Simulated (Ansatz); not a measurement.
# Lattice dynamics of AgBi2 (built on the sites of a database entry of In2Au), part 2 of 2

Aim: the phonons of AgBi2 (built on the sites of a database entry of In2Au) at a cell relaxed beforehand at this level. After the zone centre comes a 2×2×2 q mesh on a 10×10×10 k mesh.

Ansatz 0.2.0; DFT PBEsol, scalar-relativistic, plane waves, PAW.

So far. Step 2 (Linear response at the zone centre): Before it was imposed, the acoustic sum rule was missed by 2.5e-5 eV/Å². Small misses are needed for a sound result but don't prove that mesh and cutoff are converged. The lowest optical mode is real, 72.7 cm⁻¹.

The structure was built from a prototype and need not be the compound's stable phase.

## (3) The dispersion (continued)

The phonon density of states has structure finer than the step of the table below, so its rows give means over 10 cm⁻¹, whole bins alone (the curve runs from 0.5 to 112 cm⁻¹). Peaks (cm⁻¹: height): 45.5: 0.135, 59.5: 0.324, 82.5: 0.146, 105.5: 0.420, 108.5: 0.426.

Tetrahedra on a 16×16×16 mesh, mean over bins of 1 cm-1. Interpolated from a 2×2×2 q mesh. Phonon density of states against wavenumber; means over each step:

```csv
wavenumber (cm⁻¹),phonon density of states (1/cm⁻¹/cell)
10,0.00158
20,0.00808
30,0.0289
40,0.112
50,0.0835
60,0.197
70,0.0960
80,0.0619
90,0.0110
100,0.119
```

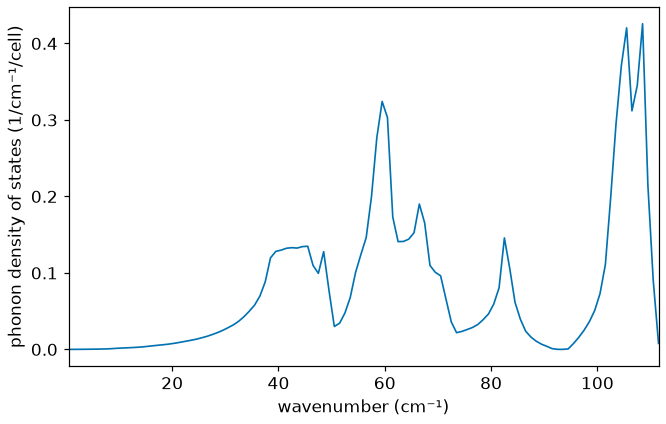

Phonon density of states against wavenumber.

The partial phonon density of states has structure finer than the step of the table below, so its rows give means over 10 cm⁻¹, whole bins alone (the curve runs from -10 to 125 cm⁻¹). Peaks (cm⁻¹: height): Ag 41.6: 0.0359, 106.0: 0.226; Bi 43.3: 0.0930, 59.4: 0.203, 82.3: 0.0786, 106.8: 0.108.

Phonopy on the run's constants, 15x15x15 mesh, Gaussian sigma 2.0 cm-1. Interpolated from a 2×2×2 q mesh. The partial phonon density of states by wavenumber; means over each step; values in 1/cm⁻¹/cell:

```csv
wavenumber (cm⁻¹),Ag,Bi
0,2.2e-5,8.6e-5
10,3.7e-4,0.00139
20,0.00190,0.00651
30,0.00776,0.0228
40,0.0302,0.0783
50,0.0189,0.0722
60,0.0246,0.167
70,0.00353,0.0924
80,0.00379,0.0535
90,0.00263,0.0141
100,0.0883,0.0342
110,0.118,0.0581
```

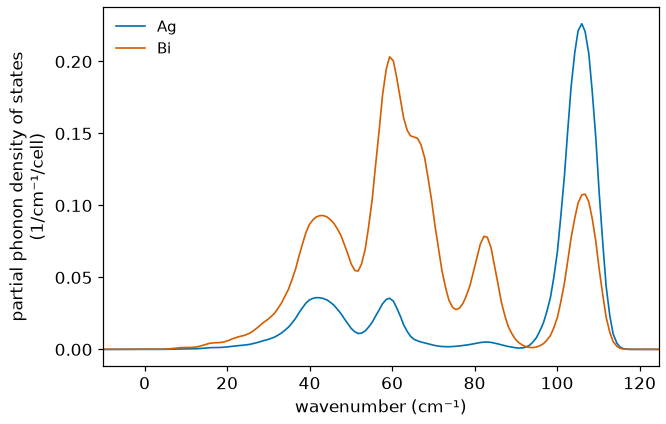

Partial phonon density of states, plotted against wavenumber.

Harmonic thermodynamic functions per atom, from the density of states. Interpolated from a 2×2×2 q mesh. Thermodynamic functions, by row:

```csv
T (K),F_vib (meV/atom),S (J/mol-atom/K),C_V (J/mol-atom/K)
0,13.59,0,0
50,11.23,12.61,17.33
100,0.78,26.71,22.56
200,-36.26,43.08,24.31
300,-86.39,53.01,24.66
400,-145.2,60.13,24.78
500,-210.5,65.66,24.84
600,-281,70.19,24.87
700,-355.8,74.03,24.89
800,-434.2,77.36,24.9
900,-516,80.29,24.91
1000,-600.6,82.91,24.91
```

Harmonic mean-square displacement, third of the trace. Interpolated from a 2×2×2 q mesh. Mean square displacements, by row:

```csv
T (K),Bi1 U_eq (Å²),Bi2 U_eq (Å²),Ag3 U_eq (Å²)
0,0.00139,0.00139,0.00209
100,0.00415,0.00415,0.00538
300,0.01195,0.01195,0.01516
600,0.02381,0.02381,0.03013
```

Symmetry leaves 3 wavevectors to solve. The lowest mode among them, the acoustic zeros apart, lies at q = (0, 0, -0.5) and is real, 38.3 cm⁻¹.

## (4) Another isotope

An isotope changes the mass and not the force constants, so no new electronic calculation is needed; the shifts show which modes move this element.

The same force constants with the mass of Ag changed from 107.868 to 108.905 u (phonopy, no LO-TO term). Both lists are sorted by frequency; levels can cross, so a row need not hold one and the same mode. Modes under 3 cm⁻¹ are left out. Isotope shifts, by row:

```csv
q,rank,natural mass (cm⁻¹),changed mass (cm⁻¹)
0 0 0,4,72.73,72.73
0 0 0,5,72.73,72.73
0 0 0,6,72.73,72.73
0 0 0,7,102.3,101.9
0 0 0,8,102.3,101.9
0 0 0,9,102.3,101.9
0 0 -0.5,1,38.28,38.22
0 0 -0.5,2,38.28,38.22
0 0 -0.5,3,59.45,59.36
0 0 -0.5,4,68.2,68.2
0 0 -0.5,5,68.2,68.2
0 0 -0.5,6,84.34,84.34
0 0 -0.5,7,105.3,105
0 0 -0.5,8,111.4,111
0 0 -0.5,9,111.4,111
0 -0.5 -0.5,1,46.04,45.97
0 -0.5 -0.5,2,46.04,45.97
0 -0.5 -0.5,3,49.13,49.13
0 -0.5 -0.5,4,49.13,49.13
0 -0.5 -0.5,5,56.8,56.8
0 -0.5 -0.5,6,92.5,92.5
0 -0.5 -0.5,7,94.26,93.81
0 -0.5 -0.5,8,101.5,101.2
0 -0.5 -0.5,9,101.5,101.2
```

A mode of this element alone would shift by -0.48 %. The highest zone-centre frequency without the field goes from 102.3 to 101.9 cm⁻¹ (-0.4 %). The product of the frequency ratios over all optical modes at Γ is 0.989; the product rule, (m/m′)^(3k/2) (M′/M)^(3/2) with k = 1 such atoms and M the mass of the cell, gives 0.989.

## (5) What came out

- space group (within 0.01 Å): Fm-3m
- volume per atom: 28.2 Å³
- electronic character: no gap on this mesh
- highest optical mode at the zone centre (no LO-TO term): 102 cm⁻¹
- lowest optical zone-centre mode: 72.7 cm⁻¹
- lowest mode on the q mesh (acoustic modes at Γ apart): 38.3 cm⁻¹
- highest frequency on the path or at a solved wavevector: 111 cm⁻¹
- zero-point energy per atom: 13.6 meV
- heat capacity at 300 K: 24.7 J/(mol atoms K)
- vibrational entropy at 300 K: 53.0 J/(mol atoms K)
- Debye temperature (second moment): 144 K
- imaginary modes on the 2×2×2 q mesh: none

What this shows: The structure is a minimum as far as tested: no mode is imaginary at the 3 irreducible wavevectors of the 2×2×2 mesh, and the softest away from the acoustic zeros lies at 38 cm⁻¹. The optical modes at Γ span 73 to 102 cm⁻¹. The highest mode in this list at Γ, 102.3 cm⁻¹, is mostly motion of Ag (79 % of the kinetic energy). With no gap, or one that is small against the smearing, the frequencies hang on the k mesh and the smearing, most of all near Kohn anomalies. The phonon runs are without spin polarisation, although the cell has an odd electron count. Spin-orbit coupling is left out, which can matter for the heavy elements here. A phonon run warned that its eigensolver left some bands unconverged in a pass. The starting cell was built on a prototype and not taken from a measurement, so the phase need not exist. These are harmonic frequencies at zero temperature: anharmonic shifts, linewidths and thermal expansion are left out.

[Logs are printed without paths, hosts, clocks, repeated set-up lines and the standing remarks that a program may print on its own settings, such as how far it seeks lower states.]

[Hosts, paths, dates, database ids (printed as entryN), source tags and the programs' standing remarks are cut or masked in the printed files.]
